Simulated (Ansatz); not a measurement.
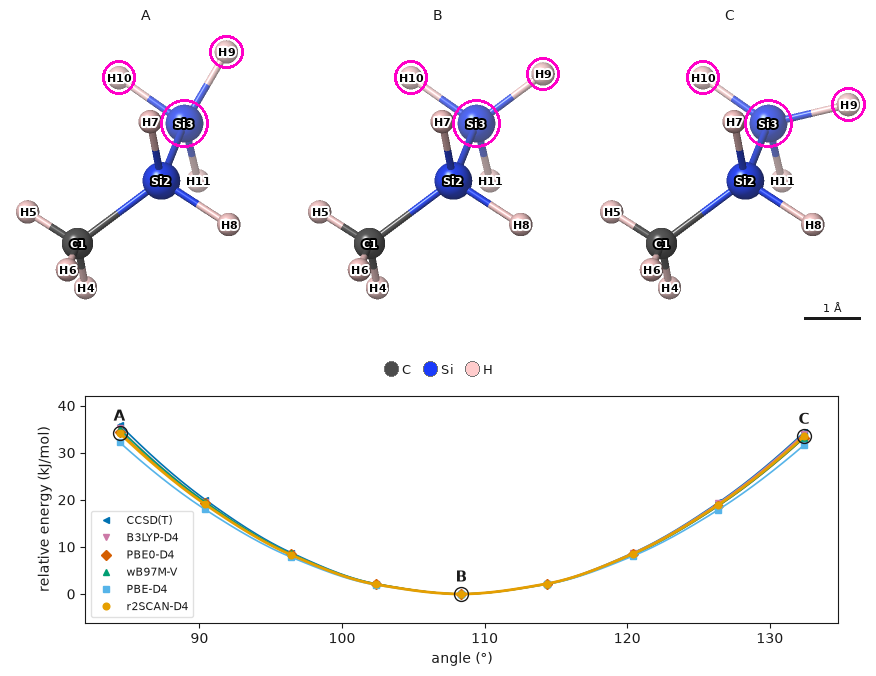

CH$_{8}$Si$_{2}$: the H9–Si3–H10 angle is varied, with the rest of the molecule carried along rigidly. The lettered frames are marked on the plot, at the values of r2SCAN-D4. Style: ball-and-stick. Shown onto the plane of the angle, with a slight tilt. The ringed atoms are those of the scanned coordinate.

Levels of theory: r2SCAN-D4, PBE-D4, wB97M-V, PBE0-D4, B3LYP-D4, CCSD(T) (def2-TZVPP, Ansatz), on geometries moved rigidly from the minimum at PBE0-D4/def2-TZVP. Coupled cluster with a frozen core. Energies are counted from the PBE0-D4/def2-TZVP minimum geometry at the same level.

Q: Read off the main features of the energy profile.

A: With r2SCAN-D4: the lowest computed point lies at the angle 108.4° (0.0 kJ/mol). The curvature at the lowest point is about 4 eV/rad². At 84.4° the levels give PBE-D4 32.2 kJ/mol, r2SCAN-D4 34.2 kJ/mol, PBE0-D4 34.5 kJ/mol, wB97M-V 35.0 kJ/mol, B3LYP-D4 35.1 kJ/mol, CCSD(T) 36.0 kJ/mol. Closest to CCSD(T) there is B3LYP-D4.
